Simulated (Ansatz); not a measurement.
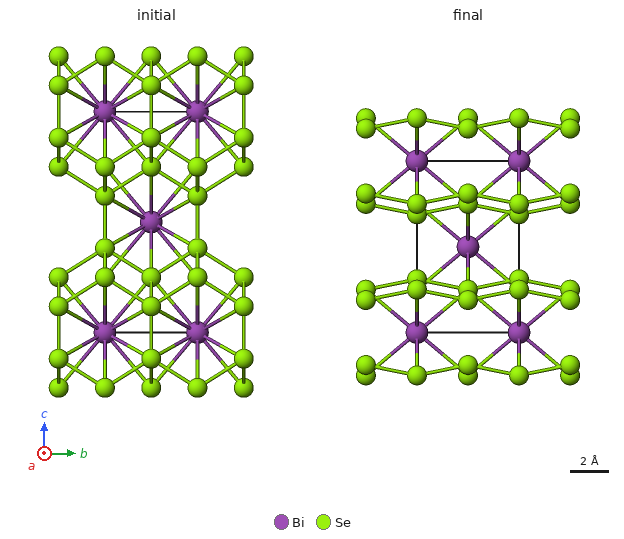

The structure of a crystal of BiSe4 (a generated structure, set up in I4/mmm) (coarse preliminary run) before (left) and after (right) a relaxation, at one scale.

Style: ball-and-stick. Shown: the conventional cell (2 times the calculation's cell), along the a axis. Lengths and directions refer to the drawn axes.

Computed with Ansatz 0.2.0, DFT PBE, scalar-relativistic, plane waves, PAW. (plane-wave cutoff 420 eV; k-point mesh 6 × 6 × 6; occupations gaussian; smearing width 0.1 eV; no spin polarisation; cell and atoms relaxed; force threshold 0.04 eV/Å; at most 70 steps)

Q: Describe what moved and what it gained.

A: The largest moves relative to the cell, 0.65 Å, are those of Se atoms. Bi stays in place. The volume changes by −5.5 %, with a = b 4.950 → 5.461 Å (+10.3 %), c 11.820 → 9.173 Å (−22.4 %). Near-neighbour distances that change, for instance: Bi–Se 4.511 → 2.849 Å, Se–Se 2.797 → 3.475 Å, Bi–Se 3.769 → 4.234 Å, Bi–Se 3.854 → 3.566 Å. Among the angles between lasting bonds that change: Se–Se–Se 115.7° → 157.0°, Se–Se–Se 106.5° → 92.3°, Se–Se–Se 73.5° → 87.7°. The space group stays I4/mmm (No. 139). The energy falls by 420 meV per atom in 12 accepted moves (13 points after the start). Largest force component: 0.043 eV/Å at the start, 0.013 eV/Å at the end. The pressure goes from −5.38 to −0.05 GPa. At 1 point the geometry stayed and the basis and grid were re-selected for the new cell (energy shift of 0.3 meV per atom at most each time). Cost: 6.5 min on 1 thread of Intel(R) Xeon(R) Processor @ 2.50GHz (Skylake/Cascade Lake), with other jobs on the host, peak memory 0.56 GiB.

Limits of the set-up: layers or molecules are held without a dispersion correction, so their spacing is unreliable.
